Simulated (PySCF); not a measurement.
## A study: C2H6Zn, SMILES `C[Zn]C`

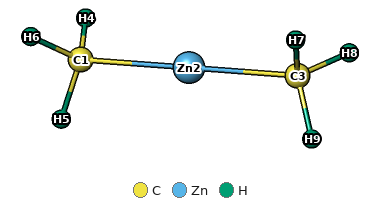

The molecule, with its atoms numbered as below. No frequency check shows the geometry to be a minimum.

Geometry (Å), atoms numbered from 1:

```
C1      -2.0420    0.0014   -0.0002
Zn2      0.0000   -0.0007   -0.0000
C3       2.0420    0.0014   -0.0002
H4      -2.4446    0.1349    1.0009
H5      -2.4446    0.7999   -0.6159
H6      -2.4446   -0.9328   -0.3834
H7       2.4445   -1.0039   -0.0974
H8       2.4445    0.4181    0.9195
H9       2.4445    0.5877   -0.8204
```

Part 1: Bonding charge

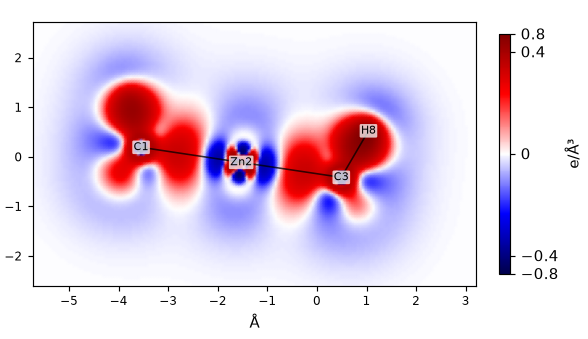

Deformation density (molecule less spherical, spin-averaged free atoms) in the plane of C1, Zn2, C3 and H8; colour scale in e/Å³, logarithmic beyond ±0.1; red: gain, blue: loss.

Computed with PySCF, PBE/def2-TZVP, geometry: GFN2-xTB.

Q: Describe the bonding that the map shows.

A: C3–H8: +0.64 e/Å³ at the bond critical point (bond length 1.09 Å, Mayer order 1.0). Zn2–C3 and C1–Zn2: +0.13 e/Å³ at the bond critical point (bond length 2.04 Å, Mayer order 0.9). In all, 1.7 electrons gather in the regions of gain relative to the promolecule. A small or negative value marks a very polar bond, one between electron-rich atoms, whose free-atom densities already overlap strongly, a long bond to a heavier atom, or a closed-shell contact such as a hydrogen bond.

Q: Where do the Hirshfeld charges lie?

A: The highest Hirshfeld charge is on Zn2 (+0.41 e), the lowest on C1 and C3 (−0.25 e).

| atom | charge (e) |
| --- | --- |
| C1 | −0.25 |
| Zn2 | +0.41 |
| C3 | −0.25 |
| H4 | +0.02 |
| H5 | +0.02 |
| H6 | +0.02 |
| H7 | +0.02 |
| H8 | +0.02 |
| H9 | +0.02 |

Part 2: Electrostatic potential

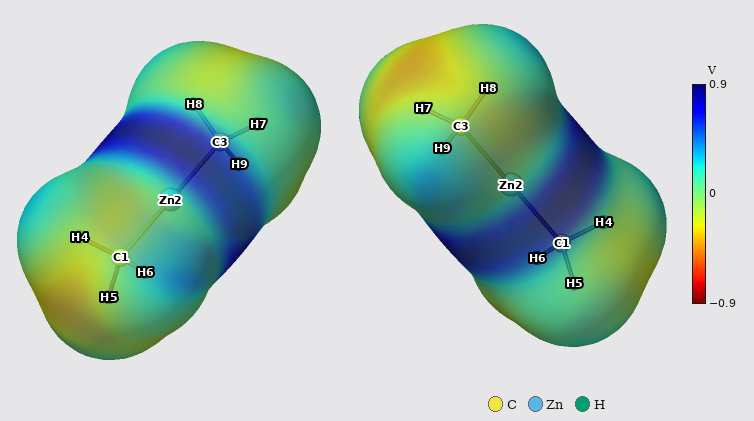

Electrostatic potential on the surface of electron density 0.001 a.u. (back view left, front view right).

Q: Where are the extremes of the potential on the surface?

A: Highest: 0.88 V, 2.0 Å from Zn2, and at like points elsewhere. Further maxima include 0.28 V, 1.4 Å from H6, and at like points elsewhere. Lowest: −0.40 V, near H9 (1.84 Å), H8 (1.88 Å), H7 (2.02 Å) and C3 (2.03 Å), and at like points elsewhere. The surface is sampled at points, so like sites can differ by a few per cent and only the strongest of them is named.

Q: What volume does the surface enclose, and what is the dipole moment?

A: About 100 Å³; the dipole moment is 0.0 D.

Part 3: Excited states

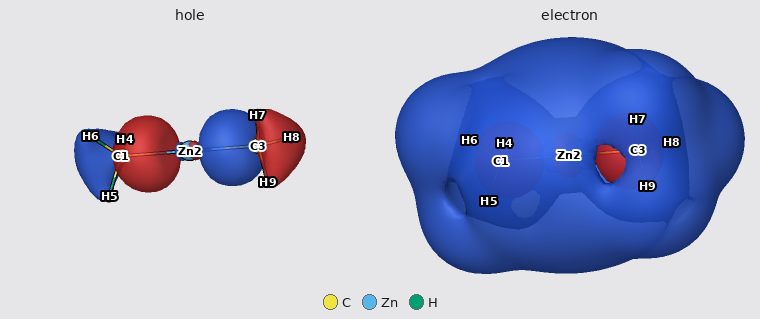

Leading natural transition orbital pair of S₃ (TDA singlet states); the surfaces enclose about 70 % of each orbital's density.

Computed with PySCF, B3LYP/def2-SVPD, geometry: GFN2-xTB.

Q: Give its energy and the atoms that hole and electron lie on.

A: 6.25 eV (198 nm), f = 0.472 (bright), partly diffuse acceptor orbital; the leading pair carries 97 %; hole on C1 and C3 (30 % each) and Zn2 (20 %), electron on Zn2 (38 %), C1 and C3 (10 % each) and H4, H5, H6, H7, H8 and H9 (7 % each) (atom shares of so diffuse an orbital are rough); their centroids lie 0.0 Å apart. In canonical orbitals it is mainly HOMO → LUMO+2 (82 %). The HOMO–LUMO gap is 6.61 eV.

Part 4: In an electric field

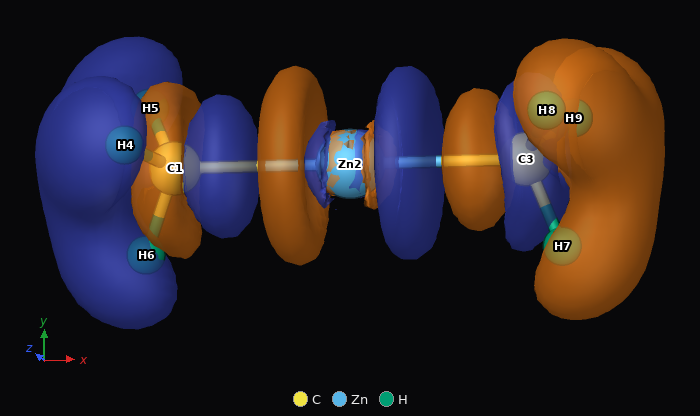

Change of the electron density in a uniform field of 0.26 V/Å, surfaces at ±0.0015 e/Å³ (orange: gain, blue: loss).

Method: TPSSh/def2-SVP; geometry: GFN2-xTB; program: PySCF. A basis without diffuse functions makes polarisabilities too small.

Q: Along which Cartesian direction does the field point?

A: Along −x: electrons gather on the +x side, against the field.

Q: What dipole is induced, and what polarisability does it imply?

A: The induced dipole is 0.85 D (along the field); α along this axis, from the fields in both directions, is 67 bohr³ (9.9 Å³).

Q: Which atoms gain and lose the most charge?

A: Electrons gather most on C3 (Hirshfeld charge changes by −0.009 e) and leave C1 most (+0.010 e); 0.065 electrons are displaced in all.

Part 5: Localised orbitals

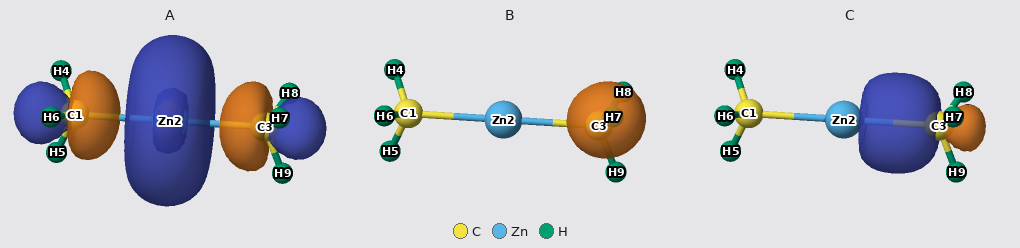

Intrinsic bond orbitals (IBO), occupied and valence-virtual; each surface holds about 70 % of the orbital's density. Energies are diagonal elements of the Fock matrix.

PySCF calculation, CAM-B3LYP/def2-SVP, gas phase; geometry: GFN2-xTB.

Q: Name the orbitals, with their atomic make-up and energies.

A: By panel:
- A: antibonding multicentre orbital mainly over Zn2, C1 and C3 (Zn2 56 %, C1 22 %, C3 22 %; 3.2 eV)
- B: σ bond C3–H7 (C3 57 %, H7 43 %; −14.4 eV)
- C: σ bond C3–Zn2 (C3 76 %, Zn2 22 %; −10.7 eV)

Part 6: Stretching a bond

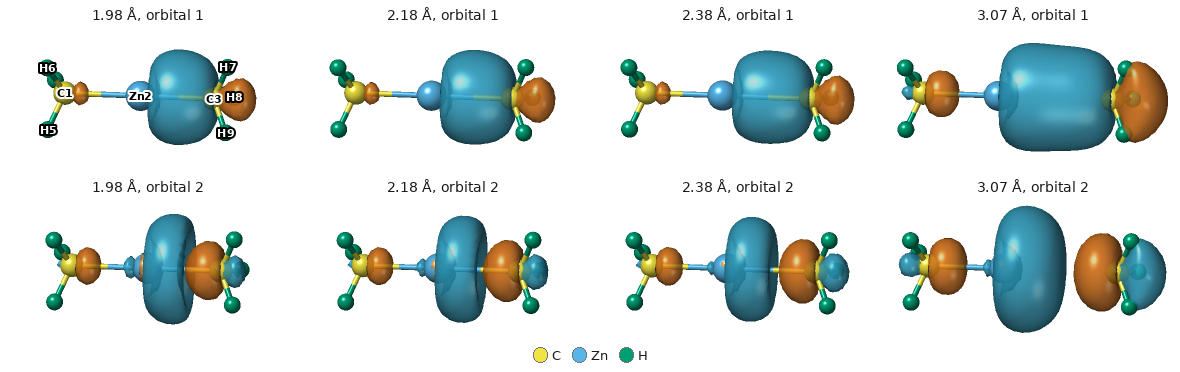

Rigid stretch of the Zn2–C3 bond. The two CASSCF(2,2) natural orbitals nearest half filling (orbital 1 the more occupied).

Level of theory: def2-SVP basis (PySCF), at a geometry from GFN2-xTB.

Q: How do the occupations change along the stretch?

A: 1.98 Å: 1.98 and 0.02; 2.18 Å: 1.97 and 0.03; 2.38 Å: 1.95 and 0.05; 3.07 Å: 1.81 and 0.19. At the longest distance computed (5.54 Å) they are 1.05 and 0.95, and the effective number of unpaired electrons is 2.0.

Q: Where does the UHF solution part from RHF?

A: Between 2.38 Å (⟨S²⟩ = 0, the two coincide) and 2.67 Å (⟨S²⟩ = 0.11); at 5.54 Å ⟨S²⟩ is 1.02 and UHF lies 4.0 eV below RHF.

Q: How much energy does the stretch cost?

A: By CASSCF, 3.0 eV from the lowest point of the scan (1.98 Å) to 5.54 Å; RHF gives 6.4 eV from its own lowest point. The fragments aren't relaxed and dynamic correlation is missing, so this isn't a bond dissociation energy.
